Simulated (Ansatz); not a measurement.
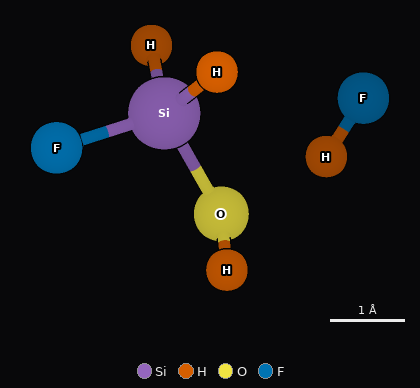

Figure 1. The starting structure (ball-and-stick view, seen at a tilt).

**Nudged elastic band, with input and output: SiH4OF2**

System: SiH4OF2.
Method: RKS PBE0-D4/def2-SVP (Ansatz 0.2.0).

It belongs to a series of runs on one base structure; here: band between the two ends.

## The input
```yaml
crystal:
  periodic: [false, false, false]
  atoms:
    - { symbol: Si, position_ang: [-0.268099, -0.22487, -0.006708] }
    - { symbol: H, position_ang: [-0.582804, -0.661315, 1.374083] }
    - { symbol: O, position_ang: [1.380435, -0.00072, -0.221726] }
    - { symbol: H, position_ang: [1.949243, -0.770094, -0.105083] }
    - { symbol: H, position_ang: [-0.918285, 1.023911, -0.446511] }
    - { symbol: F, position_ang: [-0.722971, -1.435862, -0.983342] }
    - { symbol: F, position_ang: [1.172655, 1.949388, 1.429472] }
    - { symbol: H, position_ang: [1.567225, 1.367662, 0.807613] }
basis:
  gaussian: { orbitals: def2-SVP }
hamiltonian:
  xc: pbe0
  dispersion: d4
neb:
  order_check: false
  images: 7
  f_tol: 0.05
  max_iterations: 60
  final_atoms:
    - { symbol: Si, position_ang: [-0.2308019, 0.41530963, -0.63479914] }
    - { symbol: H, position_ang: [1.77654421, -0.30742742, 2.58407338] }
    - { symbol: O, position_ang: [1.29530088, -0.14249852, -0.77074245] }
    - { symbol: H, position_ang: [1.67871591, -0.62539902, -0.0315166] }
    - { symbol: H, position_ang: [-0.55235495, 1.24515496, -1.80184794] }
    - { symbol: F, position_ang: [-1.28642958, -0.79249437, -0.49886079] }
    - { symbol: F, position_ang: [-0.39180928, 1.26627266, 0.7275364] }
    - { symbol: H, position_ang: [1.28823369, 0.18918209, 2.27395515] }
  initial_path:
    images:
      - { positions_ang: [[-0.268099, -0.22487, -0.006708], [-0.582804, -0.661315, 1.374083], [1.380435, -0.00072, -0.221726], [1.949243, -0.770094, -0.105083], [-0.918285, 1.023911, -0.446511], [-0.722971, -1.435862, -0.983342], [1.172655, 1.949388, 1.429472], [1.567225, 1.367662, 0.807613]] }
      - { positions_ang: [[-0.19420539, -0.16826118, -0.01695316], [-0.4731945, -0.51419013, 1.46871217], [1.44963797, 0.01275795, -0.27939652], [1.96295379, -0.7994287, -0.22268573], [-0.84793926, 1.06776131, -0.47249364], [-0.70201769, -1.39847283, -0.91172809], [1.1106453, 1.83411206, 1.24675048], [1.27151879, 1.21382152, 1.03559248]] }
      - { positions_ang: [[-0.12031178, -0.11165236, -0.02719831], [-0.36358501, -0.36706526, 1.56334134], [1.51884093, 0.02623589, -0.33706703], [1.97666458, -0.8287634, -0.34028846], [-0.77759352, 1.11161161, -0.49847628], [-0.68106439, -1.36108366, -0.84011417], [1.0486356, 1.71883613, 1.06402895], [0.97581258, 1.05998104, 1.26357197]] }
      - { positions_ang: [[-0.04641817, -0.05504354, -0.03744347], [-0.25397551, -0.21994038, 1.65797052], [1.5880439, 0.03971384, -0.39473755], [1.99037537, -0.85809811, -0.4578912], [-0.70724778, 1.15546192, -0.52445892], [-0.66011108, -1.32369449, -0.76850026], [0.98662589, 1.60356019, 0.88130743], [0.68010637, 0.90614057, 1.49155145]] }
      - { positions_ang: [[0.02747544, 0.00156529, -0.04768863], [-0.14436601, -0.07281551, 1.75259969], [1.65724686, 0.05319179, -0.45240807], [2.00408616, -0.88743281, -0.57549393], [-0.63690204, 1.19931223, -0.55044156], [-0.63915777, -1.28630532, -0.69688634], [0.92461619, 1.48828425, 0.6985859], [0.38440016, 0.75230009, 1.71953093]] }
      - { positions_ang: [[-0.03709389, 0.10500137, -0.19446626], [0.33586154, -0.13146849, 1.96046811], [1.56676037, 0.00426921, -0.53199166], [1.9227436, -0.82192436, -0.4394996], [-0.61576527, 1.21077291, -0.86329315], [-0.80097572, -1.16285258, -0.64737996], [0.59550983, 1.43278135, 0.70582353], [0.61035854, 0.61152059, 1.85813699]] }
      - { positions_ang: [[-0.10166323, 0.20843746, -0.34124388], [0.8160891, -0.19012147, 2.16833654], [1.47627387, -0.04465337, -0.61157526], [1.84140104, -0.75641591, -0.30350527], [-0.5946285, 1.22223359, -1.17614475], [-0.96279367, -1.03939985, -0.59787357], [0.26640346, 1.37727845, 0.71306115], [0.83631693, 0.47074109, 1.99674304]] }
      - { positions_ang: [[-0.16623256, 0.31187354, -0.48802151], [1.29631665, -0.24877445, 2.37620496], [1.38578738, -0.09357594, -0.69115885], [1.76005848, -0.69090747, -0.16751094], [-0.57349172, 1.23369428, -1.48899634], [-1.12461163, -0.91594711, -0.54836718], [-0.06270291, 1.32177555, 0.72029877], [1.06227531, 0.32996159, 2.13534909]] }
      - { positions_ang: [[-0.2308019, 0.41530963, -0.63479914], [1.77654421, -0.30742742, 2.58407338], [1.29530088, -0.14249852, -0.77074245], [1.67871591, -0.62539902, -0.0315166], [-0.55235495, 1.24515496, -1.80184794], [-1.28642958, -0.79249437, -0.49886079], [-0.39180928, 1.26627266, 0.7275364], [1.28823369, 0.18918209, 2.27395515]] }
```

Machine: 1 thread of Arm Neoverse V2, 24 GiB of memory available, shared host.

Launched with:
```bash
ansatz run input.yaml --threads 1 --pin off --max-ram 2048MiB --backend cpu --events-out ev --progress --plain --runs-dir out
```

## Output
```
Engine: ansatz 0.2.0, aarch64-unknown-linux-gnu
Functional definition: PBE0
  parameter a = 0.25
  parameter kappa = 0.804
  parameter beta = 0.06672455060314922
  exchange = (1 - a)*pbe_x(kappa = kappa, mu = beta*pi^2/3) + a*exact_x
  correlation = pbe_c(beta = beta)
804 factors; integrals over basis functions are off by at most 3.6e-4 eV
mean field evaluation 1: about -15402.4490 eV, gradient 5.5e1 eV
mean field evaluation 2: about -15398.1178 eV, gradient 7.5e1 eV
mean field evaluation 4: about -15407.0896 eV, gradient 2.3e0 eV
mean field evaluation 8: about -15407.1060 eV, gradient 1.5e-1 eV
mean field -15407.10607405 eV, -566.2007049098 hartree, gradient 1.1e-5 eV, S^2 0.000000; 0 other end points of the search recorded, 0 dependent functions left out
the calculation of the forces begins
reference -15407.10609442 eV, -566.2007056585 hartree; 22, 22 occupied and 58, 58 virtual orbitals, 804 factors
806 factors; integrals over basis functions are off by at most 4.5e-4 eV
mean field evaluation 16: about -15403.1083 eV, gradient 5.6e1 eV
mean field -15408.11161042 eV, -566.2376576898 hartree, gradient 1.0e-5 eV, S^2 0.000000; 0 other end points of the search recorded, 0 dependent functions left out
[... from here on the field's lines of each further geometry are left out, up to the last ...]
NEB iter   1: max|band force component| = 4.083e1 eV/Å  barrier→ = 4.0966 eV  barrier← = 5.1061 eV  Δτ_max = 0.2000 Å  (216 SCF iters)
NEB iter   2: max|band force component| = 4.055e0 eV/Å  barrier→ = 1.8035 eV  barrier← = 2.8130 eV  Δτ_max = 0.2000 Å  (195 SCF iters)
NEB iter   3: max|band force component| = 2.165e0 eV/Å  barrier→ = 1.2837 eV  barrier← = 2.2931 eV  Δτ_max = 0.2000 Å  (191 SCF iters)
NEB iter   4: max|band force component| = 2.794e0 eV/Å  barrier→ = 0.9639 eV  barrier← = 1.9734 eV  Δτ_max = 0.0998 Å  (193 SCF iters)
NEB iter   5: max|band force component| = 1.808e0 eV/Å  barrier→ = 0.9371 eV  barrier← = 1.9466 eV  Δτ_max = 0.1007 Å  (181 SCF iters)
NEB iter   6: max|band force component| = 7.562e-1 eV/Å  barrier→ = 0.8259 eV  barrier← = 1.8353 eV  Δτ_max = 0.1371 Å  (178 SCF iters)
NEB iter   7: max|band force component| = 6.382e-1 eV/Å  barrier→ = 0.7408 eV  barrier← = 1.7503 eV  CI = image 3  Δτ_max = 0.2000 Å  (188 SCF iters)
NEB iter   8: max|band force component| = 8.505e-1 eV/Å  barrier→ = 1.1086 eV  barrier← = 2.1181 eV  CI = image 3  Δτ_max = 0.0977 Å  (184 SCF iters)
NEB iter   9: max|band force component| = 8.280e-1 eV/Å  barrier→ = 1.1581 eV  barrier← = 2.1676 eV  CI = image 3  Δτ_max = 0.2000 Å  (186 SCF iters)
NEB iter  10: max|band force component| = 5.807e-1 eV/Å  barrier→ = 1.2520 eV  barrier← = 2.2615 eV  CI = image 3  Δτ_max = 0.0914 Å  (185 SCF iters)
NEB iter  11: max|band force component| = 3.257e-1 eV/Å  barrier→ = 1.2272 eV  barrier← = 2.2367 eV  CI = image 3  Δτ_max = 0.0513 Å  (185 SCF iters)
NEB iter  12: max|band force component| = 1.198e-1 eV/Å  barrier→ = 1.2224 eV  barrier← = 2.2318 eV  CI = image 3  Δτ_max = 0.0871 Å  (179 SCF iters)
NEB iter  13: max|band force component| = 1.751e-1 eV/Å  barrier→ = 1.2210 eV  barrier← = 2.2305 eV  CI = image 3  Δτ_max = 0.0445 Å  (190 SCF iters)
NEB iter  14: max|band force component| = 1.002e-1 eV/Å  barrier→ = 1.2203 eV  barrier← = 2.2298 eV  CI = image 3  Δτ_max = 0.0444 Å  (180 SCF iters)
NEB iter  15: max|band force component| = 1.345e-1 eV/Å  barrier→ = 1.2203 eV  barrier← = 2.2298 eV  CI = image 3  Δτ_max = 0.0222 Å  (175 SCF iters)
the calculation of the forces begins
reference -15408.10014250 eV, -566.2372362516 hartree; 22, 22 occupied and 58, 58 virtual orbitals, 805 factors
805 factors; integrals over basis functions are off by at most 9.3e-4 eV
mean field evaluation 928: about -15400.8783 eV, gradient 5.6e1 eV
mean field -15405.88195397 eV, -566.1557193265 hartree, gradient 1.9e-5 eV, S^2 0.000000; 1 other end points of the search recorded, 0 dependent functions left out
the calculation of the forces begins
reference -15405.88197432 eV, -566.1557200746 hartree; 22, 22 occupied and 58, 58 virtual orbitals, 805 factors
NEB iter  16: max|band force component| = 4.028e-2 eV/Å  barrier→ = 1.2203 eV  barrier← = 2.2298 eV  CI = image 3  Δτ_max = 0.0000 Å  (331 SCF iters)
```

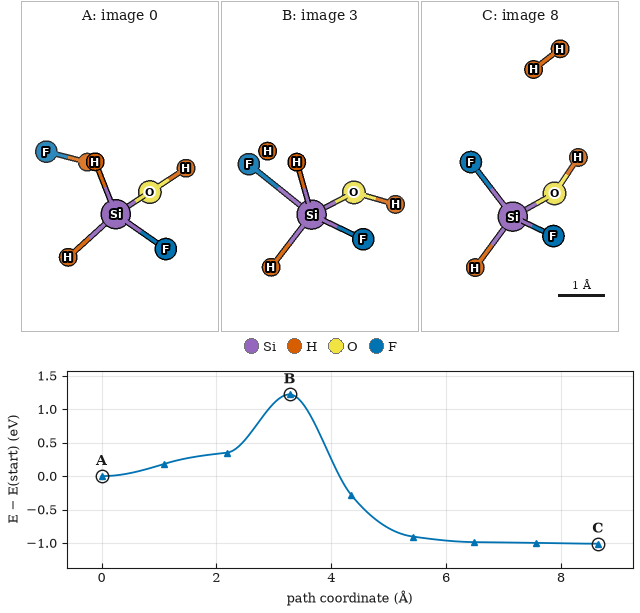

Figure 2. Images of the last band (counted from 0; ball-and-stick, seen at a tilt) above the energy along the path; the line is a cubic interpolation that uses the forces. The highest image is number 3, 1.220 eV above the start and 2.230 eV above the end (the climbing image); the end lies 1.009 eV below the start. The path is 8.64 Å long. The band converged in 16 iterations.

```
Total energy: -15405.97636712 eV, -566.1591889457 hartree
Atom 0 at     0.211763     0.199533    -0.013467 Å, force    -0.005879    -0.001160    -0.001143 eV/Å
Atom 1 at    -0.181885    -0.105560     1.595063 Å, force    -0.000038     0.000141    -0.000042 eV/Å
Atom 2 at     1.760025    -0.136430    -0.456782 Å, force     0.008637     0.003024     0.000652 eV/Å
Atom 3 at     1.837938    -0.986651    -0.903963 Å, force    -0.005211    -0.001450     0.000246 eV/Å
Atom 4 at    -0.658091     1.125127    -0.757497 Å, force     0.001015    -0.001606     0.001528 eV/Å
Atom 5 at    -0.523005    -1.234836    -0.327797 Å, force     0.000929     0.000820    -0.000220 eV/Å
Atom 6 at     0.839685     1.624767     1.048764 Å, force     0.002676     0.004433    -0.002187 eV/Å
Atom 7 at     0.290969     0.762151     1.663478 Å, force    -0.002128    -0.004201     0.001166 eV/Å
Dipole moment:    -0.058252    -0.153745     0.051690 e Å
this run last wrote the band of iteration 16 to [file]
```

## The last band as extended XYZ (Å, eV, eV/Å)
```
8
Properties=species:S:1:pos:R:3:forces:R:3 image=0 energy=-15407.19665
Si   -0.2681   -0.2249   -0.0067    0.0077   0.0016  -0.0080
H    -0.5828   -0.6613    1.3741    0.0001   0.0002  -0.0012
O     1.3804   -0.0007   -0.2217   -0.0047  -0.0174   0.0086
H     1.9492   -0.7701   -0.1051   -0.0038   0.0139  -0.0028
H    -0.9183    1.0239   -0.4465   -0.0011   0.0040   0.0030
F    -0.7230   -1.4359   -0.9833    0.0025  -0.0007   0.0029
F     1.1727    1.9494    1.4295    0.0193  -0.0248  -0.0265
H     1.5672    1.3677    0.8076   -0.0200   0.0232   0.0240
8
Properties=species:S:1:pos:R:3:forces:R:3 image=1 energy=-15407.01480
Si   -0.1598   -0.1481   -0.0257   -0.0342  -0.0008   0.0195
H    -0.4480   -0.2891    1.4195   -0.1135  -0.0333   0.0016
O     1.4920   -0.1210   -0.2565   -0.0266   0.0259   0.1125
H     1.8639   -0.9013   -0.6827    0.0040   0.0668   0.0563
H    -0.8110    1.0000   -0.6909   -0.0378  -0.0154  -0.0116
F    -0.7010   -1.5057   -0.7393    0.0240  -0.0137  -0.0580
F     0.8460    1.9364    1.4037   -0.0472  -0.0173   0.0382
H     1.4954    1.2769    1.4196    0.2313  -0.0122  -0.1584
8
Properties=species:S:1:pos:R:3:forces:R:3 image=2 energy=-15406.84711
Si    0.0046   -0.1178   -0.0969   -0.0240  -0.0397  -0.0042
H    -0.1508   -0.2093    1.3906   -0.0037  -0.0247  -0.0367
O     1.5794   -0.2087   -0.5729   -0.0250  -0.0080  -0.0082
H     1.8931   -1.0828   -0.8236    0.0174  -0.0061   0.0138
H    -0.6706    1.0574   -0.6822    0.0002  -0.0106   0.0054
F    -0.7439   -1.4573   -0.6324   -0.0250  -0.0332  -0.0515
F     0.9502    1.9728    1.3405    0.0095   0.0504   0.0474
H     0.7154    1.2937    1.9248    0.0505   0.0719   0.0341
8
Properties=species:S:1:pos:R:3:forces:R:3 image=3 energy=-15405.97635
Si    0.2118    0.1995   -0.0135   -0.0059  -0.0012  -0.0011
H    -0.1819   -0.1056    1.5951    0.0000   0.0001   0.0000
O     1.7600   -0.1364   -0.4568    0.0086   0.0030   0.0007
H     1.8379   -0.9867   -0.9040   -0.0052  -0.0014   0.0002
H    -0.6581    1.1251   -0.7575    0.0010  -0.0016   0.0015
F    -0.5230   -1.2348   -0.3278    0.0009   0.0008  -0.0002
F     0.8397    1.6248    1.0488    0.0027   0.0044  -0.0022
H     0.2910    0.7622    1.6635   -0.0021  -0.0042   0.0012
8
Properties=species:S:1:pos:R:3:forces:R:3 image=4 energy=-15407.47604
Si    0.3391    0.4204   -0.2598    0.1156   0.2040  -0.2806
H    -0.2483   -0.2717    2.0207   -0.0781  -0.1329   0.4457
O     1.8375   -0.0567   -0.7055    0.0706   0.0261  -0.2508
H     1.9064   -0.9735   -0.9867    0.0351  -0.0418  -0.0734
H    -0.6146    1.1281   -1.1167    0.0851   0.0335  -0.3813
F    -0.4314   -0.9975   -0.0273    0.0449   0.2860   0.3231
F     0.7073    1.5932    0.8052   -0.0741  -0.0190  -0.2490
H     0.0813    0.4058    2.1180   -0.1990  -0.3560   0.4663
8
Properties=species:S:1:pos:R:3:forces:R:3 image=5 energy=-15408.09923
Si    0.2791    0.4599   -0.5098    0.0153  -0.0146  -0.0536
H    -0.0657   -0.3908    2.6567   -0.0018  -0.0227   0.0785
O     1.7157    0.0227   -1.1515   -0.0325   0.0294  -0.0828
H     1.9465   -0.9103   -1.1564    0.0256  -0.0071   0.0275
H    -0.6575    1.0617   -1.4689    0.0317   0.0035  -0.0476
F    -0.4038   -0.8516    0.1330   -0.0213   0.0330   0.0158
F     0.5444    1.5444    0.6455   -0.0136  -0.0014  -0.0064
H     0.2186    0.3121    2.6991   -0.0034  -0.0202   0.0685
8
Properties=species:S:1:pos:R:3:forces:R:3 image=6 energy=-15408.18304
Si    0.0566    0.4420   -0.6531   -0.0015  -0.0401  -0.0321
H     0.6063   -0.4566    3.0945    0.0078   0.0009   0.0168
O     1.4355   -0.0924   -1.3402    0.0144   0.0115   0.0148
H     2.0618   -0.6056   -0.8200   -0.0130   0.0173  -0.0063
H    -0.7604    1.1145   -1.6688   -0.0009  -0.0012  -0.0086
F    -0.7501   -0.7801    0.0149   -0.0181   0.0202   0.0042
F     0.3646    1.4596    0.5595    0.0116  -0.0045   0.0145
H     0.5631    0.1667    2.6608   -0.0003  -0.0040  -0.0032
8
Properties=species:S:1:pos:R:3:forces:R:3 image=7 energy=-15408.19384
Si   -0.1133    0.4348   -0.6459    0.0009  -0.0037  -0.0054
H     1.2496   -0.4666    2.8145    0.0068   0.0008  -0.0019
O     1.3731   -0.0949   -1.0558   -0.0002   0.0050   0.0084
H     1.9162   -0.5401   -0.3979   -0.0028  -0.0019   0.0042
H    -0.7174    1.1153   -1.7966    0.0026   0.0008  -0.0029
F    -1.0459   -0.7808   -0.1537   -0.0068   0.0003  -0.0026
F    -0.0343    1.4390    0.6146   -0.0030  -0.0007   0.0022
H     0.9493    0.1414    2.4687    0.0026  -0.0005  -0.0020
8
Properties=species:S:1:pos:R:3:forces:R:3 image=8 energy=-15408.20613
Si   -0.2308    0.4153   -0.6348    0.0018   0.0077  -0.0050
H     1.7765   -0.3074    2.5841   -0.0237   0.0254  -0.0154
O     1.2953   -0.1425   -0.7707   -0.0252  -0.0040   0.0037
H     1.6787   -0.6254   -0.0315    0.0133  -0.0011  -0.0017
H    -0.5524    1.2452   -1.8018    0.0053  -0.0065   0.0104
F    -1.2864   -0.7925   -0.4989    0.0094   0.0072  -0.0015
F    -0.3918    1.2663    0.7275   -0.0038  -0.0050  -0.0046
H     1.2882    0.1892    2.2740    0.0230  -0.0238   0.0142
```

## Results in brief

```tsv
quantity	value
outcome	converged
barrier, forward	1.220 eV
barrier, backward	2.230 eV
wall time	4 min
peak memory	0.15 GiB
```

The order of the saddle point was not checked.
